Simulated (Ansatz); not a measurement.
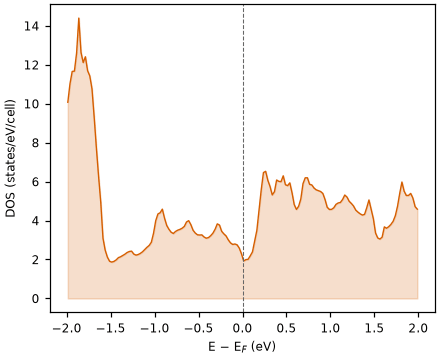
*Density of states of TiNi (P2_1/m) near the Fermi level, PBEsol, rigid bands run with Ansatz (a program for electronic structure).*

How far does the Fermi level move in a rigid band for 0.1 electron a cell added or removed?

46 meV and -42 meV.

A metal at this level (no band gap); rigid bands, thermally averaged at 300 K, both spins. Spin-orbit coupling is left out. Geometry: cell and atoms relaxed with PBEsol.

Formula and space group known from diffraction (Crystallography Open Database), not checked to be the room-temperature form: TiNi (P2_1/m). Treated as nonmagnetic (a ferromagnetic start lost its moment, other orders weren't tried): TiNi (P2_1/m).
